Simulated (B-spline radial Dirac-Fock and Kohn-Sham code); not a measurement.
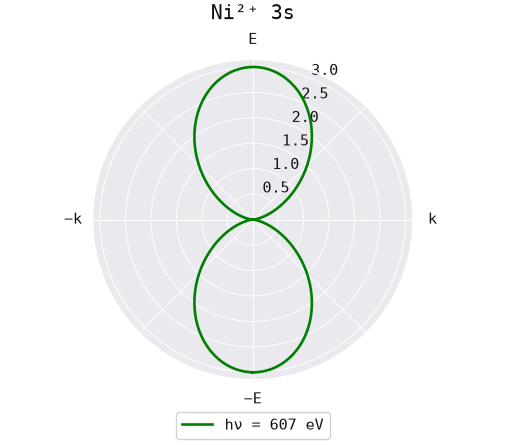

Angular distribution of photoelectrons from M1 (3s) in the plane of the polarisation E (up) and the photon direction k (right), relative to an isotropic one. It refers to Ni²⁺. Level of theory: a Dirac–Hartree–Slater potential; 1 + βP₂(cos θ) + (δ + γ cos²θ) sin θ cos φ with E1 and E1–E2 terms; calculated with a radial B-spline solver. Open shells are averaged over j.

Question: What are β, γ and δ at 607 eV?

Answer: β = 1.999, γ = 0.034, δ = 0.000.

Question: Is the pattern at 607 eV symmetric between forward and backward?

Answer: Nearly; the non-dipole terms change it by under 5 % at 45° from E.
